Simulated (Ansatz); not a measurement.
**SiH2 (SMILES [SiH2]): CAM-B3LYP/aug-cc-pVTZ**

What is the vertical ionisation energy of SiH2 at CAM-B3LYP/aug-cc-pVTZ? 

The calculation is run with Ansatz 0.2.0.

32 further runs of the same task are left out: 32 set aside as unsound or not needed.

### Step 1. The molecule

SiH2: 3 atoms, total charge 0, spin state singlet. SMILES: `[SiH2]`. The coordinates come from a PBE0-D4/def2-TZVP relaxation.

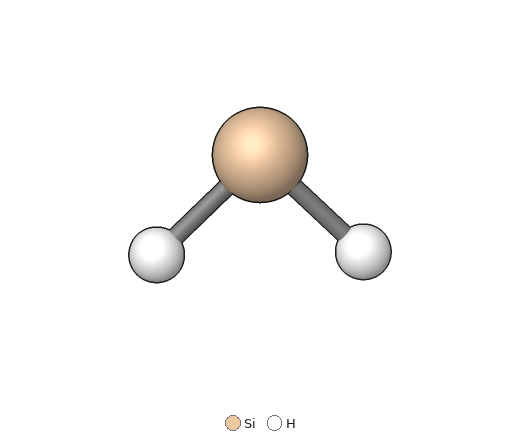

The structure, seen from a chosen angle (silicon light orange, hydrogen white).

### Step 2. The energy at CAM-B3LYP/aug-cc-pVTZ

Contents of job.yaml:

```yaml
crystal:
  periodic: [false, false, false]
  atoms:
    - {symbol: Si, position_ang: [-0.491200, 0.468600, -0.213600]}
    - {symbol: H, position_ang: [0.840300, 0.578600, 0.522500]}
    - {symbol: H, position_ang: [-0.349100, -1.047200, -0.308900]}
basis:
  gaussian: {orbitals: aug-cc-pVTZ}
hamiltonian: {xc: {name: CAM-B3LYP}}
accuracy: high
output: {orbitals: {seedname: orbitals}}
```

Started as:

```console
$ ansatz run job.yaml --threads 1 --pin off --max-ram 3480MiB --events-out events.jsonl --progress --plain --runs-dir runs
```

The program printed:

```text
Warning: RAYON_NUM_THREADS=1 ignored (pool sized by the plan → 1); use --threads N
Functional definition: CAM-B3LYP
  name "CAM-B3LYP"
  parameter alpha = 0.19
  parameter beta = 0.46
  parameter omega = 0.33/bohr
  parameter ac = 0.81
  exchange = (1 - alpha - beta)*b88_x + beta*b88_x_sr(omega) + alpha*exact_x + beta*exact_x_lr(omega)
  correlation = (1 - ac)*vwn5_c + ac*lyp_c
1418 factors; integrals over basis functions are off by at most 3.9e-9 eV
430 factors; integrals over basis functions are off by at most 2.1e-9 eV
mean field evaluation 1: about -7907.9607 eV, gradient 8.2e0 eV
mean field evaluation 2: about -7908.2169 eV, gradient 2.0e0 eV
mean field evaluation 4: about -7908.2348 eV, gradient 4.5e-1 eV
mean field evaluation 8: about -7908.2379 eV, gradient 3.1e-2 eV
mean field evaluation 16: about -7908.2379 eV, gradient 1.5e-6 eV
mean field -7908.23787146 eV, -290.6223813799 hartree, gradient 3.8e-8 eV, S^2 0.000000; 0 other end points of the search recorded, 0 dependent functions left out
reference -7908.23788843 eV, -290.6223820036 hartree; 8, 8 occupied and 88, 88 virtual orbitals, 1418 factors
Total energy: -7908.23788843 eV, -290.6223820036 hartree
```

It took 4.5 s on 1 thread of Arm Neoverse V1, shared host; peak memory 0.22 GiB.

### Step 3. The doublet cation, same level

Contents of in.yaml:

```yaml
crystal:
  periodic: [false, false, false]
  atoms:
    - {symbol: Si, position_ang: [-0.491200, 0.468600, -0.213600]}
    - {symbol: H, position_ang: [0.840300, 0.578600, 0.522500]}
    - {symbol: H, position_ang: [-0.349100, -1.047200, -0.308900]}
basis:
  gaussian: {orbitals: aug-cc-pVTZ}
magnetization: {spin_polarized: true, initial_magnetization: 1}
hamiltonian: {xc: {name: CAM-B3LYP}}
output: {orbitals: {seedname: orbitals}}
accuracy: high
total_charge: 1
```

Started as:

```console
$ ansatz run in.yaml --threads 1 --pin off --max-ram 3480MiB --events-out events.jsonl --progress --plain --runs-dir runs
```

The program printed:

```text
Warning: RAYON_NUM_THREADS=1 ignored (pool sized by the plan → 1); use --threads N
[... 8 set-up lines as earlier in the session ...]
1418 factors; integrals over basis functions are off by at most 3.9e-9 eV
430 factors; integrals over basis functions are off by at most 2.1e-9 eV
mean field evaluation 1: about -7898.0662 eV, gradient 9.2e0 eV
mean field evaluation 2: about -7898.6899 eV, gradient 3.1e0 eV
mean field evaluation 4: about -7898.7662 eV, gradient 5.8e-1 eV
mean field evaluation 8: about -7898.7722 eV, gradient 4.4e-2 eV
mean field evaluation 16: about -7898.7723 eV, gradient 3.3e-5 eV
mean field -7898.77225811 eV, -290.2745265055 hartree, gradient 3.5e-8 eV, S^2 0.754462; 0 other end points of the search recorded, 0 dependent functions left out
reference -7898.77227466 eV, -290.2745271135 hartree; 8, 7 occupied and 88, 89 virtual orbitals, 1418 factors
Total energy: -7898.77227466 eV, -290.2745271135 hartree
```

It took 7.5 s on 1 thread of Arm Neoverse V1, shared host; peak memory 0.27 GiB.

### Step 4. Results

At CAM-B3LYP/aug-cc-pVTZ:

```
                                          quantity          value
                        singlet SiH2: total energy  -290.62238 Eh
                         singlet SiH2: HOMO energy       -8.17 eV
                         singlet SiH2: LUMO energy       -2.03 eV
                       singlet SiH2: HOMO–LUMO gap        6.14 eV
                      doublet cation: total energy  -290.27453 Eh
doublet cation: HOMO energy (highest over α and β)      -17.16 eV
 doublet cation: LUMO energy (lowest over α and β)      -10.82 eV
                              doublet cation: ⟨S²⟩          0.754
vertical ionisation energy (to the doublet cation)       9.466 eV
```

Removing an electron at fixed nuclei costs 9.47 eV (913 kJ/mol). The negative HOMO energy of the first species, 8.17 eV, lies 1.29 eV below that difference.
